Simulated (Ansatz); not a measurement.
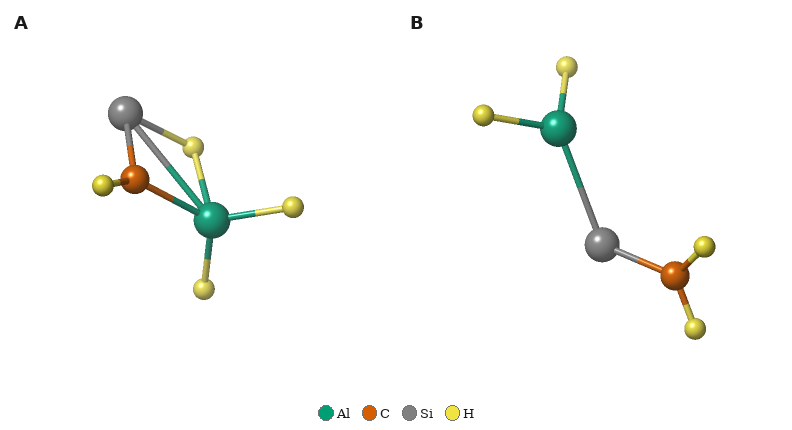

2 stationary structures of one formula. The species has charge −1 and is a spin singlet. Geometries: PBE-D4/def2-SVPD. Electronic energies: PBE-D4/def2-SVPD (Ansatz 0.2.0), without zero-point energy. No frequency run is at hand to confirm each as a minimum. Each is one conformer, not always the lowest.

**Which structure is the most stable?**

A is lowest (Cs); B lies 0.731 eV above it (Cs).
